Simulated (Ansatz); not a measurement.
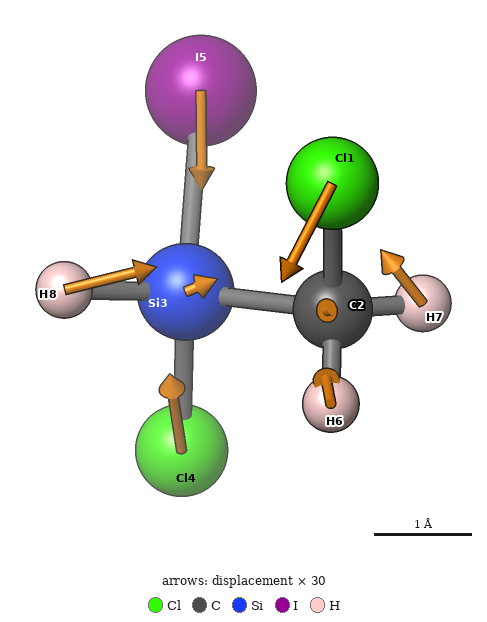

This is a relaxation of CH3Cl2ISi. The starting structure is drawn; orange arrows show the displacements, 30 times their true length. The two geometries are superimposed by the best rigid fit.

A ball-and-stick model, seen from a free direction.

The start comes from PBE-D4/def2-SVP.

These are results of RKS PBE0-D4/def2-TZVP (Ansatz 0.2.0), not measurements. (force threshold 0.005 eV/Å; at most 150 steps)

What happened in the run?

The largest moves after the best rigid fit, 0.039 Å, are those of Cl1 and Cl4. Largest moves by element: Cl 0.039 Å, I 0.036 Å, H 0.033 Å, Si 0.013 Å, C 0.011 Å. Near-neighbour distances that change, for instance: Si3–Cl4 2.082 → 2.049 Å, Si3–I5 2.452 → 2.423 Å, C2–Si3 1.893 → 1.872 Å, Si3–H8 1.495 → 1.476 Å. The energy falls by 3.91 kJ/mol in 5 geometry steps. The largest force component goes from 0.54 to 0.0045 eV/Å. The run took of the order of 2.3 core-minutes on a shared host.
